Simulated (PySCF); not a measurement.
# C4H11BO: electronic excitations at several levels of theory

How much do the electronic excitations of C4H11BO (`COCB(C)C`) depend on the level of theory, and what does each level cost?

Computed with PySCF 2.14.0, with density-fitted response routines of our own, on a single molecule in the gas phase. Atoms count from 0, in the outputs and in this text.

## 1. The starting structure

17 atoms, charge 0, multiplicity 1; geometry from: GFN2-xTB.

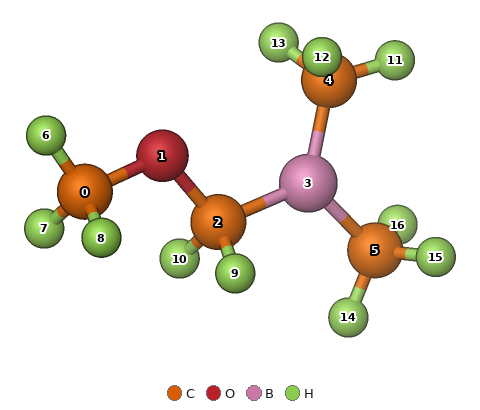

The starting geometry (carbon orange, oxygen red, boron pink, hydrogen green), atoms numbered.

## 2. Relaxing the molecule at PBE0-D3(BJ)/def2-SVP

The job: settings as JSON, then the geometry in Å.

```
{"job": {"xc": "PBE0", "basis": "def2-SVP", "d3": "d3bj", "grid": 1, "kind": "geom"}, "charge": 0, "multiplicity": 1}
C      2.629610    -0.879360    -0.423683
O      1.272775    -0.932729    -0.083764
C      0.603000     0.303920    -0.276134
B     -0.926567     0.279327     0.147690
C     -1.545733    -1.029608     0.750340
C     -1.779310     1.591449    -0.037120
H      3.034863    -1.878495    -0.273585
H      2.770777    -0.584978    -1.472794
H      3.174656    -0.167219     0.211488
H      1.126895     1.093114     0.293117
H      0.699434     0.605653    -1.334516
H     -2.568756    -0.929156     1.104079
H     -0.931689    -1.405509     1.566360
H     -1.525702    -1.818451    -0.000599
H     -1.284079     2.372076    -0.609472
H     -2.020729     2.010094     0.939537
H     -2.736444     1.381903    -0.510853
```

Output:

```text
step   0  E = -258.61822156  max force = 0.018455
step   1  E = -258.61998496  max force = 0.005001
step   2  E = -258.62022012  max force = 0.001405
step   3  E = -258.62032847  max force = 0.001209
step   4  E = -258.62036945  max force = 0.000729
step   5  E = -258.62038171  max force = 0.000353
optimisation converged
```

Run time: 36 s. Hardware: 1 thread, shared host.

Relaxation path:

```tsv
step	energy from step 0 (eV)	largest force component (eV/Å)
0	0.0000	0.9490
1	-0.0480	0.2572
2	-0.0544	0.0722
3	-0.0573	0.0622
4	-0.0584	0.0375
5	-0.0588	0.0182
```

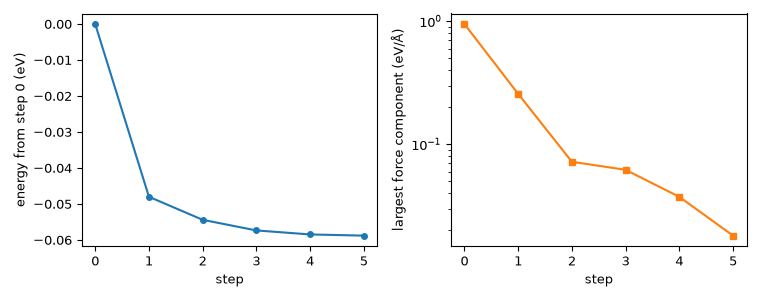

Energy and force, step by step.

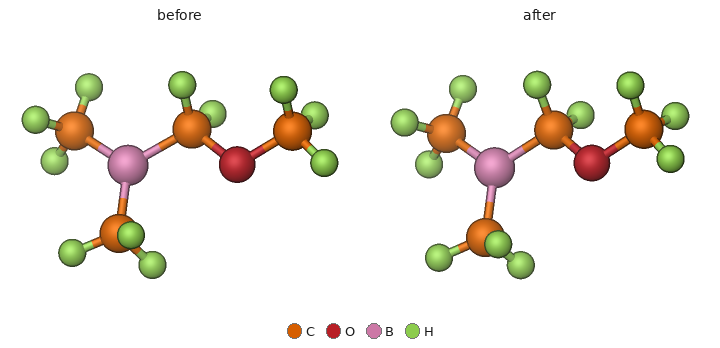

The geometry before (left) and after (right).

Close pairs (by a distance rule), those that changed most:

```tsv
bond	before (Å)	after (Å)	change (Å)
O1–C2	1.419	1.398	-0.021
C4–H13	1.089	1.108	+0.018
C5–H15	1.090	1.107	+0.017
C5–H16	1.088	1.102	+0.014
C5–H14	1.087	1.101	+0.013
C4–H12	1.088	1.101	+0.013
C2–B3	1.587	1.575	-0.013
C4–H11	1.087	1.100	+0.012
```

The final coordinates are the input of the step that follows.

```tsv
at the end point	value
point group (found at 0.08 Å tolerance)	C1
rotational constants (GHz, main isotopes)	6.645, 1.827, 1.486
dipole moment (D)	1.03
```

## 3. Excited states and response: CAM-B3LYP/def2-SVPD

The job: settings as JSON, then the geometry in Å.

```
{"job": {"kind": "uv", "xc": "CAM-B3LYP", "basis": "def2-SVPD", "ip": true}, "charge": 0, "multiplicity": 1}
C      2.674300    -0.808748     0.094415
O      1.292885    -0.859193     0.238995
C      0.640548     0.305130    -0.178821
B     -0.924763     0.258476    -0.013919
C     -1.610732    -1.053722     0.490272
C     -1.747058     1.549307    -0.372623
H      3.093558    -1.760221     0.452853
H      2.978400    -0.667680    -0.963275
H      3.125666     0.016118     0.683664
H      1.020838     1.201812     0.366391
H      0.860079     0.531533    -1.249750
H     -2.668549    -0.952905     0.772802
H     -1.034376    -1.528205     1.299557
H     -1.552130    -1.771388    -0.351328
H     -1.196614     2.319783    -0.933715
H     -2.060977     2.002604     0.587404
H     -2.684288     1.312403    -0.901660
```

Level: TDDFT CAM-B3LYP/def2-SVPD, vertical, gas phase, core orbitals frozen in the response.

Output:

```text
coarse grid: 13336 points
cycle   1  E = -258.6676197086  dE =  5.003e-01  |g| = 5.893e-01  |ddm| = 6.083e+00
cycle   2  E = -258.6502493933  dE =  1.737e-02  |g| = 7.007e-01  |ddm| = 1.396e+00
cycle   3  E = -258.7430346507  dE = -9.279e-02  |g| = 7.714e-02  |ddm| = 7.318e-01
cycle   4  E = -258.7440549645  dE = -1.020e-03  |g| = 2.862e-02  |ddm| = 1.267e-01
cycle   5  E = -258.7442575706  dE = -2.026e-04  |g| = 3.837e-03  |ddm| = 4.542e-02
cycle   6  E = -258.7442613882  dE = -3.818e-06  |g| = 6.098e-04  |ddm| = 8.344e-03
final grid: 126344 points
cycle   7  E = -258.7992570696  dE = -3.698e-05  |g| = 3.844e-03  |ddm| = 7.608e-02
cycle   8  E = -258.7992578773  dE = -8.077e-07  |g| = 3.573e-03  |ddm| = 1.363e-02
cycle   9  E = -258.7992605924  dE = -2.715e-06  |g| = 4.796e-04  |ddm| = 4.695e-03
cycle  10  E = -258.7992606294  dE = -3.695e-08  |g| = 1.995e-04  |ddm| = 6.721e-04
cycle  11  E = -258.7992606376  dE = -8.200e-09  |g| = 1.601e-05  |ddm| = 2.853e-04
cycle  12  E = -258.7992606376  dE = -8.663e-11  |g| = 6.138e-06  |ddm| = 4.893e-05
converged SCF energy = -258.7992606376

Static polarisability (au): isotropic 70.177, principal 58.870 70.815 80.844

Singlet excitations
state   eV       nm        f      main configurations
  1   6.4267    192.9   0.00039   H-1->L+1 0.87
  2   6.6414    186.7   0.02249   H->L+1 0.88, H->L 0.11
  3   6.8061    182.2   0.00093   H-2->L+1 0.89
  4   6.9133    179.3   0.02357   H->L 0.65, H->L+2 0.17, H->L+1 0.09
  5   7.7582    159.8   0.03914   H-1->L 0.87
  6   7.8624    157.7   0.00762   H->L+2 0.76, H->L 0.12
  7   8.1325    152.5   0.02389   H->L+3 0.73, H->L+7 0.13
  8   8.2449    150.4   0.03577   H-2->L 0.85
  9   8.4921    146.0   0.00949   H-3->L+1 0.80, H-3->L 0.08
 10   8.5314    145.3   0.01499   H->L+4 0.59, H->L+5 0.10, H->L+9 0.09

Triplet excitations (Tamm-Dancoff, eV): 5.9254 6.2712 6.4059 6.7560
Vertical ionisation energy (delta-SCF) = 9.7750 eV
```

Wall time 1.8 min (1 thread, shared host).

Frontier orbitals and where they lie:

```tsv
orbital	eV	atoms
HOMO−3	-10.80	O1 35 %, C0 17 %, C4 9 %
HOMO−2	-10.24	C5 28 %, B3 24 %, C4 19 %
HOMO−1	-9.70	C2 25 %, B3 20 %, O1 19 %
HOMO	-8.86	O1 59 %, C0 10 %, C2 10 %
LUMO	0.88	B3 48 %, C5 6 %, C2 6 %
LUMO+1	0.94	B3 42 %, C5 12 %, C2 12 %
LUMO+2	1.72	C0 32 %, H7 12 %, H8 12 %
```

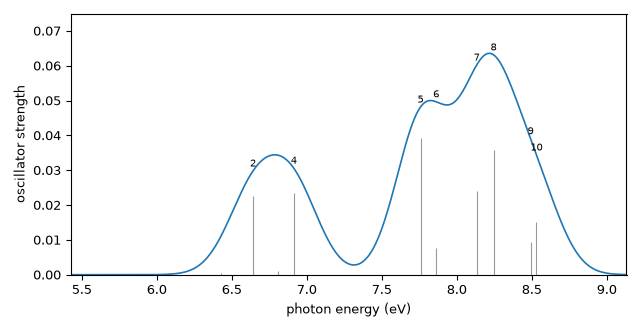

Absorption spectrum from the 10 singlet states computed; above the last one it falls off for lack of states. Lines are broadened to a width of 0.40 eV (Gaussian).

Further results of this job:

```tsv
property	computed
dipole moment (D)	1.10
polarisability (Å³)	10.40
HOMO–LUMO gap (eV)	9.73
−ε(HOMO) (eV)	8.86
```

## 4. Ultraviolet spectrum: wB97X-D/def2-SVPD

The job, as its differences from that of step 3:

```diff
@@ -1,2 +1,2 @@
-{"job": {"kind": "uv", "xc": "CAM-B3LYP", "basis": "def2-SVPD", "ip": true}, "charge": 0, "multiplicity": 1}
+{"job": {"kind": "uv", "xc": "wB97X-D", "basis": "def2-SVPD", "ip": true}, "charge": 0, "multiplicity": 1}
 C      2.674300    -0.808748     0.094415
```

With the program's defaults for keys left out, this is: TDDFT wB97X-D/def2-SVPD, vertical, gas phase, core orbitals frozen in the response.

Output:

```text
coarse grid: 13336 points
cycle   1  E = -258.7467362487  dE =  5.383e-01  |g| = 5.695e-01  |ddm| = 5.508e+00
cycle   2  E = -258.7467150432  dE =  2.121e-05  |g| = 6.217e-01  |ddm| = 1.292e+00
cycle   3  E = -258.8171753127  dE = -7.046e-02  |g| = 6.303e-02  |ddm| = 6.611e-01
cycle   4  E = -258.8179314045  dE = -7.561e-04  |g| = 2.308e-02  |ddm| = 1.154e-01
cycle   5  E = -258.8180698327  dE = -1.384e-04  |g| = 3.488e-03  |ddm| = 4.388e-02
cycle   6  E = -258.8180736306  dE = -3.798e-06  |g| = 5.944e-04  |ddm| = 9.013e-03
final grid: 126344 points
cycle   7  E = -258.8608676304  dE = -1.197e-04  |g| = 3.604e-03  |ddm| = 1.499e-01
cycle   8  E = -258.8608710915  dE = -3.461e-06  |g| = 1.990e-03  |ddm| = 1.853e-02
cycle   9  E = -258.8608719979  dE = -9.064e-07  |g| = 6.500e-04  |ddm| = 4.725e-03
cycle  10  E = -258.8608720974  dE = -9.948e-08  |g| = 3.073e-04  |ddm| = 1.757e-03
cycle  11  E = -258.8608721169  dE = -1.948e-08  |g| = 5.078e-05  |ddm| = 4.313e-04
cycle  12  E = -258.8608721179  dE = -1.056e-09  |g| = 1.842e-05  |ddm| = 1.928e-04
cycle  13  E = -258.8608721181  dE = -1.562e-10  |g| = 3.426e-06  |ddm| = 7.044e-05
converged SCF energy = -258.8608721181

Static polarisability (au): isotropic 70.108, principal 58.847 70.833 80.645

Singlet excitations
state   eV       nm        f      main configurations
  1   6.4825    191.3   0.00038   H-1->L 0.92
  2   6.6650    186.0   0.02251   H->L 0.97
  3   6.8703    180.5   0.00074   H-2->L 0.93
  4   7.1253    174.0   0.02607   H->L+1 0.69, H->L+2 0.20
  5   7.9791    155.4   0.04444   H-1->L+1 0.90
  6   8.1534    152.1   0.00818   H->L+2 0.72, H->L+1 0.15, H->L+4 0.08
  7   8.3973    147.6   0.02593   H->L+3 0.67, H->L+7 0.12
  8   8.4669    146.4   0.03755   H-2->L+1 0.87
  9   8.5509    145.0   0.01369   H-3->L 0.85
 10   8.7983    140.9   0.01503   H->L+4 0.53, H->L+5 0.09

Triplet excitations (Tamm-Dancoff, eV): 6.0148 6.3718 6.4582 7.0623
Vertical ionisation energy (delta-SCF) = 9.7283 eV
```

It took 1.8 min on 1 thread, shared host.

Key values: HOMO -9.33 eV, LUMO 1.70 eV; lowest singlet 6.48 eV.

## 5. Ultraviolet spectrum: LC-wPBE/def2-SVPD

The job, as its differences from that of step 4:

```diff
@@ -1,2 +1,2 @@
-{"job": {"kind": "uv", "xc": "wB97X-D", "basis": "def2-SVPD", "ip": true}, "charge": 0, "multiplicity": 1}
+{"job": {"kind": "uv", "xc": "LC-wPBE", "basis": "def2-SVPD", "ip": true}, "charge": 0, "multiplicity": 1}
 C      2.674300    -0.808748     0.094415
```

With the program's defaults for keys left out, this is: TDDFT LC-wPBE/def2-SVPD, vertical, gas phase, core orbitals frozen in the response.

Output:

```text
coarse grid: 13336 points
cycle   1  E = -258.6632107620  dE =  6.587e-01  |g| = 5.638e-01  |ddm| = 5.481e+00
cycle   2  E = -258.6795180518  dE = -1.631e-02  |g| = 5.565e-01  |ddm| = 1.257e+00
cycle   3  E = -258.7338575466  dE = -5.434e-02  |g| = 5.960e-02  |ddm| = 6.360e-01
cycle   4  E = -258.7346660944  dE = -8.085e-04  |g| = 2.092e-02  |ddm| = 1.203e-01
cycle   5  E = -258.7347887391  dE = -1.226e-04  |g| = 4.220e-03  |ddm| = 4.480e-02
cycle   6  E = -258.7347945225  dE = -5.783e-06  |g| = 6.609e-04  |ddm| = 1.022e-02
final grid: 126344 points
cycle   7  E = -258.7855344990  dE = -3.017e-05  |g| = 4.803e-03  |ddm| = 6.763e-02
cycle   8  E = -258.7855367714  dE = -2.272e-06  |g| = 4.067e-03  |ddm| = 1.569e-02
cycle   9  E = -258.7855398759  dE = -3.104e-06  |g| = 5.727e-04  |ddm| = 4.839e-03
cycle  10  E = -258.7855399405  dE = -6.467e-08  |g| = 1.785e-04  |ddm| = 8.762e-04
cycle  11  E = -258.7855399494  dE = -8.828e-09  |g| = 1.661e-05  |ddm| = 5.371e-04
cycle  12  E = -258.7855399496  dE = -2.057e-10  |g| = 6.780e-06  |ddm| = 6.929e-05
converged SCF energy = -258.7855399496

Static polarisability (au): isotropic 68.183, principal 57.465 68.735 78.349

Singlet excitations
state   eV       nm        f      main configurations
  1   6.5620    188.9   0.00036   H-1->L+1 0.90
  2   6.9298    178.9   0.00035   H-2->L+1 0.92
  3   7.2521    171.0   0.02992   H->L+1 0.94
  4   7.4834    165.7   0.02561   H->L 0.56, H->L+2 0.23
  5   8.4514    146.7   0.04231   H-1->L 0.85
  6   8.6552    143.2   0.00819   H->L+2 0.65, H->L+4 0.15, H->L 0.13
  7   8.7650    141.5   0.03178   H->L+3 0.53, H->L+7 0.17, H->L+9 0.09
  8   8.9580    138.4   0.04475   H-2->L 0.85
  9   9.1342    135.7   0.04747   H->L+5 0.86
 10   9.1612    135.3   0.02014   H-3->L+1 0.77

Triplet excitations (Tamm-Dancoff, eV): 5.9419 6.2713 6.9501 7.2470
Vertical ionisation energy (delta-SCF) = 9.8580 eV
```

It took 2.1 min on 1 thread, shared host.

Key values: HOMO -10.14 eV, LUMO 1.80 eV; lowest singlet 6.56 eV.

## 6. Ultraviolet spectrum: PBE0/6-31G*

The job, as its differences from that of step 5:

```diff
@@ -1,2 +1,2 @@
-{"job": {"kind": "uv", "xc": "LC-wPBE", "basis": "def2-SVPD", "ip": true}, "charge": 0, "multiplicity": 1}
+{"job": {"kind": "uv", "xc": "PBE0", "basis": "6-31G*"}, "charge": 0, "multiplicity": 1}
 C      2.674300    -0.808748     0.094415
```

With the program's defaults for keys left out, this is: TDDFT PBE0/6-31G*, vertical, gas phase, core orbitals frozen in the response.

Output:

```text
coarse grid: 13336 points
cycle   1  E = -258.7465051194  dE =  3.988e-01  |g| = 6.392e-01  |ddm| = 3.440e+00
cycle   2  E = -258.6938150683  dE =  5.269e-02  |g| = 8.282e-01  |ddm| = 1.468e+00
cycle   3  E = -258.8397587330  dE = -1.459e-01  |g| = 1.024e-01  |ddm| = 9.036e-01
cycle   4  E = -258.8417322033  dE = -1.973e-03  |g| = 2.616e-02  |ddm| = 9.183e-02
cycle   5  E = -258.8418940699  dE = -1.619e-04  |g| = 3.357e-03  |ddm| = 2.443e-02
cycle   6  E = -258.8418964827  dE = -2.413e-06  |g| = 8.865e-04  |ddm| = 3.492e-03
final grid: 126344 points
cycle   7  E = -258.7891767303  dE = -2.346e-05  |g| = 1.033e-02  |ddm| = 2.121e-02
cycle   8  E = -258.7891656339  dE =  1.110e-05  |g| = 1.305e-02  |ddm| = 1.706e-02
cycle   9  E = -258.7892009300  dE = -3.530e-05  |g| = 1.366e-03  |ddm| = 9.516e-03
cycle  10  E = -258.7892013355  dE = -4.055e-07  |g| = 7.739e-05  |ddm| = 1.340e-03
cycle  11  E = -258.7892013366  dE = -1.142e-09  |g| = 2.725e-05  |ddm| = 9.249e-05
cycle  12  E = -258.7892013368  dE = -1.735e-10  |g| = 8.178e-06  |ddm| = 3.171e-05
converged SCF energy = -258.7892013368

Static polarisability (au): isotropic 58.978, principal 48.786 58.746 69.401

Singlet excitations
state   eV       nm        f      main configurations
  1   5.9508    208.3   0.01891   H->L 1.00
  2   6.2799    197.4   0.00027   H-1->L 0.97
  3   6.7379    184.0   0.00053   H-2->L 0.98
  4   7.8652    157.6   0.00443   H-3->L 0.95
  5   8.3306    148.8   0.04417   H->L+1 0.89, H->L+2 0.10
  6   9.0864    136.5   0.00595   H-5->L 0.86, H-4->L 0.10
  7   9.2081    134.6   0.00391   H->L+2 0.76, H->L+1 0.10, H->L+3 0.08
  8   9.2993    133.3   0.06747   H-4->L 0.66, H-1->L+1 0.23
  9   9.3612    132.4   0.15266   H-1->L+1 0.71, H-4->L 0.21
 10   9.5137    130.3   0.15690   H-6->L 0.93

Triplet excitations (Tamm-Dancoff, eV): 5.7081 5.7521 6.1136 7.6967
```

Wall time 11 s (1 thread, shared host).

In short: HOMO -7.04 eV, LUMO 0.10 eV; lowest singlet 5.95 eV.

## 7. Ultraviolet spectrum: PBE0/def2-SVP

The job, as its differences from that of step 6:

```diff
@@ -1,2 +1,2 @@
-{"job": {"kind": "uv", "xc": "PBE0", "basis": "6-31G*"}, "charge": 0, "multiplicity": 1}
+{"job": {"kind": "uv", "xc": "PBE0", "basis": "def2-SVP"}, "charge": 0, "multiplicity": 1}
 C      2.674300    -0.808748     0.094415
```

With the program's defaults for keys left out, this is: TDDFT PBE0/def2-SVP, vertical, gas phase, core orbitals frozen in the response.

Output:

```text
coarse grid: 13336 points
cycle   1  E = -258.4824677875  dE =  3.584e-01  |g| = 6.068e-01  |ddm| = 3.878e+00
cycle   2  E = -258.4307042910  dE =  5.176e-02  |g| = 8.006e-01  |ddm| = 1.562e+00
cycle   3  E = -258.5664601351  dE = -1.358e-01  |g| = 9.361e-02  |ddm| = 9.425e-01
cycle   4  E = -258.5680300809  dE = -1.570e-03  |g| = 2.957e-02  |ddm| = 9.388e-02
cycle   5  E = -258.5682377367  dE = -2.077e-04  |g| = 3.672e-03  |ddm| = 3.011e-02
cycle   6  E = -258.5682406625  dE = -2.926e-06  |g| = 8.922e-04  |ddm| = 3.985e-03
final grid: 126344 points
cycle   7  E = -258.6104685711  dE = -2.678e-05  |g| = 1.028e-02  |ddm| = 2.684e-02
cycle   8  E = -258.6104556980  dE =  1.287e-05  |g| = 1.328e-02  |ddm| = 1.842e-02
cycle   9  E = -258.6104918082  dE = -3.611e-05  |g| = 1.303e-03  |ddm| = 1.066e-02
cycle  10  E = -258.6104921872  dE = -3.790e-07  |g| = 7.114e-05  |ddm| = 1.434e-03
cycle  11  E = -258.6104921882  dE = -9.265e-10  |g| = 2.891e-05  |ddm| = 9.013e-05
converged SCF energy = -258.6104921882

Static polarisability (au): isotropic 61.023, principal 50.709 61.040 71.320

Singlet excitations
state   eV       nm        f      main configurations
  1   5.8999    210.1   0.02059   H->L 1.00
  2   6.2472    198.5   0.00028   H-1->L 0.96
  3   6.7219    184.4   0.00061   H-2->L 0.97
  4   7.6089    162.9   0.04998   H->L+1 0.88, H->L+2 0.10
  5   7.7708    159.6   0.00804   H-3->L 0.94
  6   8.3672    148.2   0.01004   H->L+2 0.86, H->L+1 0.10
  7   8.5267    145.4   0.05559   H-1->L+1 0.96
  8   8.9429    138.6   0.02191   H->L+3 0.78
  9   8.9634    138.3   0.01103   H-5->L 0.78, H-4->L 0.09
 10   9.1266    135.8   0.09828   H-2->L+1 0.85

Triplet excitations (Tamm-Dancoff, eV): 5.6926 5.7023 6.1141 7.3095
```

It took 15 s on 1 thread, shared host.

This run: HOMO -7.18 eV, LUMO -0.10 eV; lowest singlet 5.90 eV.

## 8. Ultraviolet spectrum: PBE0/def2-TZVP

The job, as its differences from that of step 7:

```diff
@@ -1,2 +1,2 @@
-{"job": {"kind": "uv", "xc": "PBE0", "basis": "def2-SVP"}, "charge": 0, "multiplicity": 1}
+{"job": {"kind": "uv", "xc": "PBE0", "basis": "def2-TZVP"}, "charge": 0, "multiplicity": 1}
 C      2.674300    -0.808748     0.094415
```

Method: TDDFT PBE0/def2-TZVP, vertical, gas phase, core orbitals frozen in the response.

Output:

```text
coarse grid: 13336 points
cycle   1  E = -258.8128446652  dE =  3.874e-01  |g| = 6.566e-01  |ddm| = 2.728e+00
cycle   2  E = -258.7356819395  dE =  7.716e-02  |g| = 9.165e-01  |ddm| = 1.597e+00
cycle   3  E = -258.9057662993  dE = -1.701e-01  |g| = 1.188e-01  |ddm| = 1.082e+00
cycle   4  E = -258.9081510308  dE = -2.385e-03  |g| = 3.728e-02  |ddm| = 9.438e-02
cycle   5  E = -258.9084565628  dE = -3.055e-04  |g| = 4.705e-03  |ddm| = 2.883e-02
cycle   6  E = -258.9084611785  dE = -4.616e-06  |g| = 1.220e-03  |ddm| = 4.613e-03
final grid: 126344 points
cycle   7  E = -258.8945288001  dE = -6.936e-05  |g| = 1.094e-02  |ddm| = 5.582e-02
cycle   8  E = -258.8945126949  dE =  1.611e-05  |g| = 1.454e-02  |ddm| = 1.584e-02
cycle   9  E = -258.8945524712  dE = -3.978e-05  |g| = 1.614e-03  |ddm| = 9.115e-03
cycle  10  E = -258.8945529964  dE = -5.252e-07  |g| = 1.617e-04  |ddm| = 1.548e-03
cycle  11  E = -258.8945530024  dE = -5.963e-09  |g| = 4.414e-05  |ddm| = 1.917e-04
cycle  12  E = -258.8945530028  dE = -4.499e-10  |g| = 1.191e-05  |ddm| = 4.083e-05
converged SCF energy = -258.8945530028

Static polarisability (au): isotropic 68.951, principal 57.390 69.275 80.187

Singlet excitations
state   eV       nm        f      main configurations
  1   5.9836    207.2   0.01882   H->L 1.00
  2   6.2567    198.2   0.00028   H-1->L 0.97
  3   6.6986    185.1   0.00060   H-2->L 0.97
  4   7.0020    177.1   0.03077   H->L+1 0.89, H->L+2 0.10
  5   7.7803    159.4   0.00738   H->L+2 0.83, H->L+1 0.10
  6   7.8228    158.5   0.04291   H-1->L+1 0.94
  7   7.8516    157.9   0.00531   H-3->L 0.90
  8   8.1497    152.1   0.04645   H->L+3 0.88
  9   8.3526    148.4   0.04320   H-2->L+1 0.96
 10   8.6335    143.6   0.00015   H->L+4 0.82

Triplet excitations (Tamm-Dancoff, eV): 5.6947 5.7795 6.0900 6.8035
```

Wall time 36 s (1 thread, shared host).

In short: HOMO -7.35 eV, LUMO -0.18 eV; lowest singlet 5.98 eV.

## 9. Run by run: electronic excitations

Excitations and ground-state properties, with basis size and wall time:

```tsv
run	lowest singlet (eV)	brightest (eV)	f	gap (eV)	α (Å³)	μ (D)	functions	time
CAM-B3LYP/def2-SVPD	6.43	7.76	0.039	9.73	10.40	1.10	211	1.8 min
wB97X-D/def2-SVPD	6.48	7.98	0.044	11.03	10.39	1.07	211	1.8 min
LC-wPBE/def2-SVPD	6.56	9.13	0.047	11.94	10.10	1.13	211	2.1 min
PBE0/6-31G*	5.95	9.51	0.157	7.14	8.74	1.00	106	11 s
PBE0/def2-SVP	5.90	9.13	0.098	7.08	9.04	1.03	139	15 s
PBE0/def2-TZVP	5.98	8.15	0.046	7.17	10.22	0.96	252	36 s
```

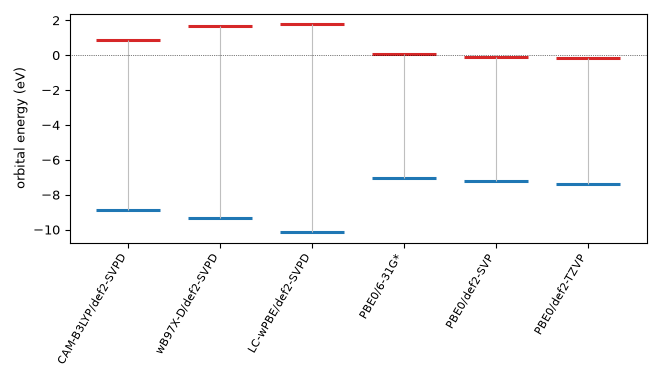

HOMO (blue) and LUMO (red) run by run.

## 10. What came out

| quantity | value |
| --- | --- |
| point group | C1 |
| rotational constants (main isotopes) | 6.64, 1.83, 1.49 GHz |
| lowest singlet (CAM-B3LYP/def2-SVPD) | 6.43 eV (193 nm), f = 0.000 |
| brightest single state of those computed | state 5, 7.76 eV, f = 0.039 |
| lowest triplet | 5.93 eV |
| vertical ionisation energy (ΔSCF) | 9.78 eV |
| range of the lowest singlet | 5.90 to 6.56 eV |

**Reading.** Single values in the summary come from the first run of each kind that ended normally (CAM-B3LYP/def2-SVPD), which need not be the best level. Over 5 steps the energy fell by 0.059 eV; of the close pairs, O1–C2 changed most, 1.419 to 1.398 Å. The first singlet state (HOMO−1→LUMO+1 0.87) lies at 6.43 eV and is dark; of the 10 states computed, the strongest absorption comes from state 5 at 7.76 eV. The lowest triplet lies 0.50 eV below the lowest singlet (triplets in Tamm-Dancoff, singlets in full TDDFT). ΔSCF puts the ionisation energy at 9.78 eV, 0.92 eV above −ε(HOMO). The lowest singlet runs from 5.90 eV (PBE0/def2-SVP) to 6.56 eV (LC-wPBE/def2-SVPD), while the orbital gap spans 7.08 to 11.94 eV. The lowest state need not be the same one in every run. The runs solved for a few states only, so the brightest column depends on that window.
